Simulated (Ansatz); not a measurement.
Input

```
crystal:
  periodic: [false, false, false]
  atoms:
    - {symbol: C, position_ang: [0.007463, 0.514483, -0.668025]}
    - {symbol: Ga, position_ang: [-0.147317, -0.004597, 2.169389]}
    - {symbol: N, position_ang: [0.330266, 0.904126, 0.681764]}
    - {symbol: "N", position_ang: [0.184025, 0.564172, 3.862516]}
    - {symbol: O, position_ang: [-1.063712, -1.505645, 1.842896]}
    - {symbol: H, position_ang: [-0.563371, -0.426137, -0.658744]}
    - {symbol: H, position_ang: [-0.615444, 1.262549, -1.195391]}
    - {symbol: H, position_ang: [0.904962, 0.339308, -1.292012]}
    - {symbol: H, position_ang: [0.854026, 1.767215, 0.751047]}
    - {symbol: H, position_ang: [0.849322, 1.305342, 4.045384]}
    - {symbol: H, position_ang: [0.127796, -0.066534, 4.652376]}
    - {symbol: H, position_ang: [-1.386538, -1.960112, 2.625241]}
basis:
  gaussian: {orbitals: def2-SVPD}
hamiltonian: {xc: {name: PBE0}}
output: {forces: true, orbitals: {seedname: orbitals}}
```

Launched as:

```sh
ansatz run input.yaml --threads 2 --pin off --max-ram 5220MiB --events-out events.jsonl --progress --plain --runs-dir runs
```

Geometry: PBE0-D4/def2-SVP.

These are results of isolated molecule in a Gaussian basis; Kohn-Sham density functional theory, functional PBE0 in Ansatz 0.2.0, not measurements.

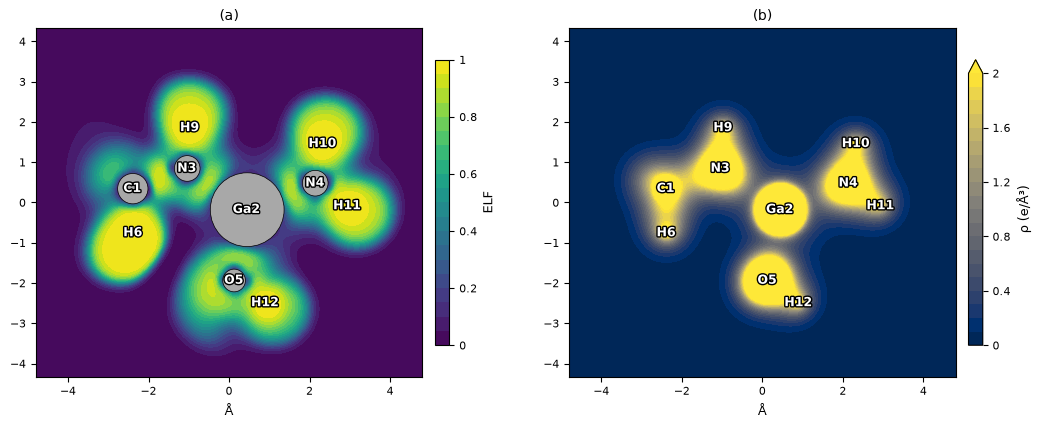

CH$_{7}$GaN$_{2}$O. (a) ELF; (b) total electron density on the plane of atoms C1, N3 and Ga2. Grey discs cover the atomic cores in the ELF map.

Question: Describe what can be read from this map.

Answer:
- Atoms in the plane: C, Ga, N, O and H.
- C–N (1.44 Å): ρ at the midpoint is about 1.9 e/Å³; the ELF peaks at about 0.90 between the atoms: a shared electron pair.
- Ga–O (1.79 Å): the density is about 0.88 e/Å³ at the midpoint; the ELF peaks at about 0.85 in the valence shell of O, 0.6 Å from its nucleus, and is about 0.25 at the midpoint.
- Ga–N (1.81 Å): the density is about 0.94 e/Å³ at the midpoint; the ELF peaks at about 0.85 in the valence shell of N, 0.6 Å from its nucleus, and is about 0.35 at the midpoint.
- O–H (0.96 Å): ρ at the midpoint is about 3.7 e/Å³; the ELF climbs to about 1 towards the hydrogen, as it does in any bond to H; a covalent bond by its length.
- N–H (1.01 Å): ρ at the midpoint is about 2.8 e/Å³; the ELF climbs to about 1 towards the hydrogen (an ordinary covalent bond to hydrogen).
- The ELF also peaks beside O5, away from the bonds: lone-pair regions.
